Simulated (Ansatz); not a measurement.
# CCSD(T)/def2-SVP (core potential) run of CH7NSn (SMILES C[NH][SnH3])

What is the energy change on altering one bond length of CH7NSn at CCSD(T)/def2-SVP (core potential)? 

The results are computed with Ansatz 0.2.0.

74 further runs of the same task are left out: 74 set aside as unsound or not needed.

## (1) The structure to begin with

CH7NSn: 10 atoms, total charge 0, spin state singlet. SMILES: `C[NH][SnH3]`. The coordinates come from a PBE0-D4/def2-TZVP relaxation.

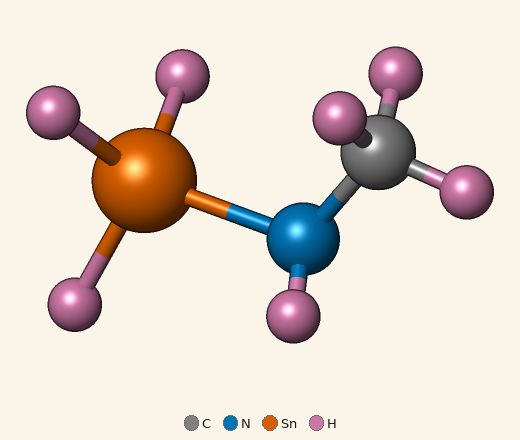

The structure, seen from a chosen angle (carbon grey, nitrogen blue, tin orange, hydrogen pink).

## (2) A single-point energy at CCSD(T)/def2-SVP (core potential)

job.yaml reads:

```yaml
crystal:
  periodic: [false, false, false]
  atoms:
    - {symbol: C, position_ang: [-0.898400, 0.758000, -0.879200]}
    - {symbol: N, position_ang: [-0.343000, -0.532900, -0.516500]}
    - {symbol: Sn, position_ang: [0.897300, -0.629400, 1.085100]}
    - {symbol: H, position_ang: [-1.664200, 0.637600, -1.652700]}
    - {symbol: H, position_ang: [-1.396800, 1.201100, -0.011700]}
    - {symbol: H, position_ang: [-0.168200, 1.494600, -1.247500]}
    - {symbol: H, position_ang: [0.037300, -1.004000, -1.326200]}
    - {symbol: H, position_ang: [1.451700, -2.239000, 1.169900]}
    - {symbol: H, position_ang: [-0.052600, -0.195500, 2.433700]}
    - {symbol: H, position_ang: [2.220200, 0.458400, 0.948000]}
basis:
  gaussian: {orbitals: def2-SVP}
scf: {omitted_lower_state_checks: [cluster_reference, increment]}
accuracy: high
correlation: {method: ccsd_t, frozen_orbitals: {C: 1, H: 0, "N": 1, Sn: 4}}
```

The run is started by

```sh
$ ansatz run job.yaml --threads 1 --pin off --max-ram 3480MiB --events-out events.jsonl --progress --plain --runs-dir runs
```

Log, shortened:

```text
Warning: RAYON_NUM_THREADS=1 ignored (pool sized by the plan → 1); use --threads N
Functional definition: HF
  name "HF"
[...]
2266 factors; integrals over basis functions are off by at most 3.0e-9 eV
[...]
mean field -8425.28777091 eV, -309.6236147156 hartree, gradient 5.3e-8 eV, S^2 0.000000; 0 other end points of the search recorded, 0 dependent functions left out
6 core orbitals not correlated: weight in the atoms' cores, before any rotation towards them, 1.000 or more for the frozen orbitals, at most 0.000 for the correlated occupied ones
reference -8425.28777091 eV, -309.6236147156 hartree; 15, 15 occupied and 68, 68 virtual orbitals, 2266 factors
second order -11.99804435 eV of doubles, -0.00000000 eV of singles
cycle   1  -12.78310640 eV  change   -7.9e-1 eV  update   8.5e-2
[...]
cycle  21  -13.26781925 eV  change    1.4e-9 eV  update   2.9e-9
perturbative correction -0.35848797 eV, -0.0131741900 hartree
Total energy: -8438.91407813 eV, -310.1243722698 hartree
Checks for a lower state left out: cluster_reference, increment
```

Wall time 29 s (1 thread of Arm Neoverse V2, shared host); peak memory 0.61 GiB.

## (3) The distorted shape

molecule.yaml reads:

```yaml
crystal:
  periodic: [false, false, false]
  atoms:
    - {symbol: C, position_ang: [-2.485870, -0.547352, -0.714681]}
    - {symbol: N, position_ang: [-1.930470, -1.838252, -0.351981]}
    - {symbol: Sn, position_ang: [-0.690170, -1.934752, 1.249619]}
    - {symbol: H, position_ang: [-3.251670, -0.667752, -1.488181]}
    - {symbol: H, position_ang: [-2.984270, -0.104252, 0.152819]}
    - {symbol: H, position_ang: [-1.755670, 0.189248, -1.082981]}
    - {symbol: H, position_ang: [-1.550170, -2.309352, -1.161681]}
    - {symbol: H, position_ang: [-0.135770, -3.544352, 1.334419]}
    - {symbol: H, position_ang: [-1.640070, -1.500852, 2.598219]}
    - {symbol: H, position_ang: [2.220200, 0.458400, 0.948000]}
basis:
  gaussian:
    orbitals: def2-SVP
correlation:
  method: ccsd_t
  frozen_orbitals: {C: 1, H: 0, "N": 1, Sn: 4}
accuracy: high
scf:
  omitted_lower_state_checks: [cluster_reference, increment]
```

The run is started by

```sh
$ ansatz run molecule.yaml --threads 1 --pin off --max-ram 3480MiB --events-out events.jsonl --progress --plain --runs-dir runs
```

Log, shortened:

```text
Warning: RAYON_NUM_THREADS=1 ignored (pool sized by the plan → 1); use --threads N
[... 2 set-up lines as earlier in the session ...]
[...]
2224 factors; integrals over basis functions are off by at most 8.8e-9 eV
[...]
mean field -8420.37034061 eV, -309.4429024855 hartree, gradient 1.2e-8 eV, S^2 0.000000; 1 other end points of the search recorded, 0 dependent functions left out; unrestricted orbitals would lower it
6 core orbitals not correlated: weight in the atoms' cores, before any rotation towards them, 1.000 or more for the frozen orbitals, at most 0.000 for the correlated occupied ones
reference -8420.37034061 eV, -309.4429024855 hartree; 15, 15 occupied and 68, 68 virtual orbitals, 2224 factors
second order -12.75783662 eV of doubles, -0.00000000 eV of singles
cycle   1  -13.26686497 eV  change    -1.7e0 eV  update   1.5e-1
[...]
cycle  30  -14.74833485 eV  change    2.0e-9 eV  update  8.9e-10
perturbative correction -0.80088451 eV, -0.0294319630 hartree
WARN: these amplitudes may be one of several solutions (largest doubles amplitude 0.58, level shift 2.99 eV)
Total energy: -8435.91955998 eV, -310.0143257574 hartree
Checks for a lower state left out: cluster_reference, increment
```

Wall time 34 s (1 thread of Arm Neoverse V2, shared host); peak memory 0.59 GiB.

## (4) Outcome

At CCSD(T)/def2-SVP (core potential), 6 core orbitals frozen:

```
                                                           quantity          value
                                          first shape: total energy  -310.12437 Eh
           first shape: correlation energy (6 core orbitals frozen)     -500.8 mEh
                                        first shape: (T) correction     -13.17 mEh
                                         first shape: T1 diagnostic          0.010
                                      distorted shape: total energy  -310.01433 Eh
       distorted shape: correlation energy (6 core orbitals frozen)     -571.4 mEh
                                    distorted shape: (T) correction     -29.43 mEh
                                     distorted shape: T1 diagnostic          0.041
energy change with the Sn3–H10 bond stretched from 1.718 to 3.780 Å       2.995 eV
```

What this shows: One bond (distorted shape) is far stretched, which a spin-restricted single reference describes badly; perturbation theory on it can break down and give far too much correlation. With the Sn3–H10 bond stretched from 1.718 to 3.780 Å the energy rises by 2.99 eV (289 kJ/mol). The first shape isn't relaxed at this level, so the change isn't measured from a minimum. A restricted reference can't describe the breaking bond well at this length. The triples (first shape) make up 2.6 % of the correlation energy. The T1 diagnostic (distorted shape) of 0.041 is above the customary mark for such species, so a single reference may not serve. The restricted solution (distorted shape) is unstable to spin breaking: an unrestricted one lies lower. The triples (distorted shape) make up 5.2 % of the correlation energy.
